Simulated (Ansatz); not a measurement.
# GaCl3 (gallium trichloride (monomer)): levels of theory compared

Aim: a comparison of 6 runs (HF/STO-3G, HF/3-21G, PBE0/def2-SVP, r2SCAN/6-31G*, MP2/pcseg-1, FIC-NEVPT4(SD)(8,8)/SBKJC-VDZ) of GaCl3 (gallium trichloride (monomer)). 

The calculation is run with Ansatz 0.2.0.

7 further runs of the same task are left out: 2 that didn't finish, 5 set aside as unsound or not needed.

**1. The molecule**

The species is GaCl3 (4 atoms), meant as a singlet with charge 0. As SMILES, `[Cl][Ga]([Cl])[Cl]`. The shape is that of a PBE0-D4/def2-TZVP optimisation.

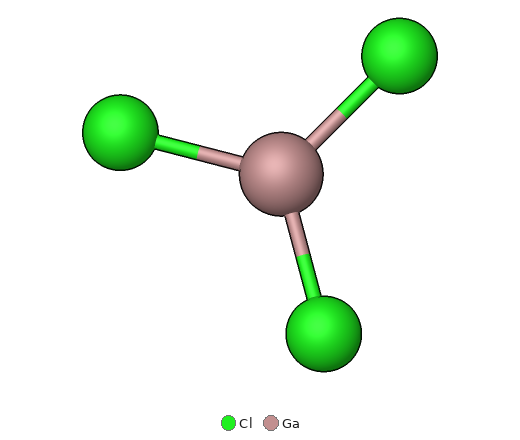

The structure, seen from a chosen angle (chlorine green, gallium pink).

**2. Energy and forces at HF/STO-3G (run 1)**

Input file input.yaml:

```yaml
crystal:
  periodic: [false, false, false]
  atoms:
    - {symbol: Cl, position_ang: [0.866700, 0.371400, 1.887500]}
    - {symbol: Ga, position_ang: [0.013800, -0.015100, -0.005100]}
    - {symbol: Cl, position_ang: [-0.090300, -1.995000, -0.731600]}
    - {symbol: Cl, position_ang: [-0.734700, 1.578300, -1.171100]}
basis:
  gaussian:
    orbitals: STO-3G
hamiltonian:
  xc: hf
output:
  forces: true
  orbitals: {seedname: orbitals}
accuracy: high
```

Run with:

```
ansatz run input.yaml --threads 1 --pin off --max-ram 2610MiB --events-out events.jsonl --progress --plain --runs-dir runs
```

Log:

```text
Warning: RAYON_NUM_THREADS=1 ignored (pool sized by the plan → 1); use --threads N
Functional definition: HF
  name "HF"
  exchange = exact_x
  correlation = 0
778 factors; integrals over basis functions are off by at most 6.5e-9 eV
mean field evaluation 1: about -88838.1181 eV, gradient 2.1e1 eV
mean field evaluation 2: about -88838.1632 eV, gradient 2.1e1 eV
mean field evaluation 4: about -88840.4810 eV, gradient 1.1e0 eV
mean field evaluation 8: about -88840.4922 eV, gradient 1.4e-2 eV
mean field -88840.49223781 eV, -3264.8278714910 hartree, gradient 3.5e-8 eV, S^2 0.000000; 0 other end points of the search recorded, 0 dependent functions left out
the calculation of the forces begins
reference -88840.49223781 eV, -3264.8278714910 hartree; 41, 41 occupied and 4, 4 virtual orbitals, 778 factors
Total energy: -88840.49223781 eV, -3264.8278714910 hartree
Atom 0 at     0.866700     0.371400     1.887500 Å, force    -0.586778    -0.265796    -1.301858 eV/Å
Atom 1 at     0.013800    -0.015100    -0.005100 Å, force     0.000364     0.000216    -0.000102 eV/Å
Atom 2 at    -0.090300    -1.995000    -0.731600 Å, force     0.071478     1.362003     0.499674 eV/Å
Atom 3 at    -0.734700     1.578300    -1.171100 Å, force     0.514936    -1.096423     0.802285 eV/Å
Dipole moment:    -0.000117    -0.000001    -0.000050 e Å
```

Wall time 1.6 s (1 thread of Arm Neoverse V1, shared host); peak memory 0.12 GiB.

**3. Energy and gradient at HF/3-21G (run 2)**

Input file in.yaml:

```yaml
crystal:
  periodic: [false, false, false]
  atoms:
    - {symbol: Cl, position_ang: [0.866700, 0.371400, 1.887500]}
    - {symbol: Ga, position_ang: [0.013800, -0.015100, -0.005100]}
    - {symbol: Cl, position_ang: [-0.090300, -1.995000, -0.731600]}
    - {symbol: Cl, position_ang: [-0.734700, 1.578300, -1.171100]}
basis:
  gaussian: {orbitals: 3-21G-spherical.json}
hamiltonian: {xc: hf}
accuracy: high
output: {forces: true, orbitals: {seedname: orbitals}}
```

The basis set 3-21G is read from a file made from the Basis Set Exchange's data (not shown).

Run with:

```
ansatz run in.yaml --threads 1 --pin off --max-ram 2610MiB --events-out events.jsonl --progress --plain --runs-dir runs
```

Log:

```text
Warning: RAYON_NUM_THREADS=1 ignored (pool sized by the plan → 1); use --threads N
[... 4 set-up lines as earlier in the session ...]
1180 factors; integrals over basis functions are off by at most 3.8e-9 eV
mean field evaluation 1: about -89413.0388 eV, gradient 1.8e1 eV
mean field evaluation 2: about -89413.0574 eV, gradient 1.8e1 eV
mean field evaluation 4: about -89414.4106 eV, gradient 9.2e-1 eV
mean field evaluation 8: about -89414.4157 eV, gradient 3.3e-4 eV
mean field -89414.41565324 eV, -3285.9191679889 hartree, gradient 1.7e-8 eV, S^2 0.000000; 0 other end points of the search recorded, 0 dependent functions left out
the calculation of the forces begins
reference -89414.41565324 eV, -3285.9191679889 hartree; 41, 41 occupied and 20, 20 virtual orbitals, 1180 factors
Total energy: -89414.41565324 eV, -3285.9191679889 hartree
Atom 0 at     0.866700     0.371400     1.887500 Å, force     0.635264     0.288015     1.409888 eV/Å
Atom 1 at     0.013800    -0.015100    -0.005100 Å, force     0.000162     0.000436     0.000274 eV/Å
Atom 2 at    -0.090300    -1.995000    -0.731600 Å, force    -0.077754    -1.475285    -0.541537 eV/Å
Atom 3 at    -0.734700     1.578300    -1.171100 Å, force    -0.557672     1.186834    -0.868625 eV/Å
Dipole moment:    -0.000142    -0.000005    -0.000069 e Å
```

Run time: 2.5 s. Hardware: 1 thread of Arm Neoverse V1, shared host; peak memory 0.16 GiB.

Runs 3 to 5 aren't shown in full; the table further down has their settings and results.

**4. The energy at FIC-NEVPT4(SD)(8,8)/SBKJC-VDZ (density fitting with def2-universal-jkfit, core potential, def2-TZVP-rifit for correlation) (run 6)**

input.yaml: that of step 2 with these lines changed.

```diff
@@ -9,8 +9,7 @@
   gaussian:
-    orbitals: STO-3G
-hamiltonian:
-  xc: hf
-output:
-  forces: true
-  orbitals: {seedname: orbitals}
-accuracy: high
+    orbitals: SBKJC-VDZ.json
+    fitting: {mean_field: def2-universal-jkfit, correlation: def2-TZVP-rifit.json}
+correlation:
+  method: fic_nevpt4_sd
+  active_space: {window: {electrons: 8, orbitals: 8}}
+output: {orbitals: {seedname: orbitals}}
```

The basis set SBKJC-VDZ is read from a file made from the Basis Set Exchange's data (not shown).

Run with:

```
ansatz run input.yaml --threads 1 --pin off --max-ram 2610MiB --events-out events.jsonl --progress --plain --runs-dir runs
```

Log:

```text
Warning: RAYON_NUM_THREADS=1 ignored (pool sized by the plan → 1); use --threads N
[... 4 set-up lines as earlier in the session ...]
1148 factors; integrals over basis functions are off by at most 2.9e-4 eV
mean field evaluation 1: about -8198.9057 eV, gradient 2.1e1 eV
mean field evaluation 2: about -8200.1997 eV, gradient 1.3e1 eV
mean field evaluation 4: about -8200.4208 eV, gradient 5.5e-1 eV
mean field -8200.42220967 eV, -301.3599577596 hartree, gradient 2.4e-6 eV, S^2 0.000000; 0 other end points of the search recorded, 0 dependent functions left out
reference -8200.42220967 eV, -301.3599577596 hartree; 21, 21 occupied and 34, 34 virtual orbitals, 1148 factors
state -8201.59440249 eV, -301.4030350512 hartree
state -8201.59440249 eV, -301.4030350512 hartree; corrected -8209.68023360 eV, -301.7001838635 hartree
Total energy: -8209.68023360 eV, -301.7001838635 hartree
```

Run time: 18 s. Hardware: 1 thread of Arm Neoverse V1, shared host; peak memory 0.38 GiB.

**5. The series**

```csv
run,level,frozen core orbitals,core potential,energy (Eh),dipole moment (D),HOMO energy (eV),LUMO energy (eV),wall time
1,HF/STO-3G,–,none,-3264.827871,0.00,-10.53,3.27,1.6 s
2,HF/3-21G,–,none,-3285.919168,0.00,-13.19,0.76,2.5 s
3,PBE0/def2-SVP,–,none,-3304.238352,0.00,-9.32,-1.79,11 s
4,r2SCAN/6-31G* (spherical functions),–,none,-3305.180213,0.00,-8.41,-2.82,25 s
5,MP2/pcseg-1,24,none,-3302.029681,0.00,-12.93,1.23,10 s
6,"FIC-NEVPT4(SD)(8,8)/SBKJC-VDZ (density fitting with def2-universal-jkfit, core potential, def2-TZVP-rifit for correlation)",see input,SBKJC-VDZ,-301.700184,–,–,–,18 s
```

**6. Outcome**

```
           quantity          value
run 6: total energy  -301.70018 Eh
```

**Reading.** Over runs 1, 2, 3, 4 the HOMO–LUMO gap runs from 5.60 eV (r2SCAN/6-31G*) to 13.95 eV (HF/3-21G). The two ends differ in method and basis. Totals of different functionals can't be ranked against each other. Some runs of one species differ in core potentials or relativity; totals across that change don't compare. In run 1 the basis is minimal, so the values are rough. All runs together took 68 s, the longest 25 s.
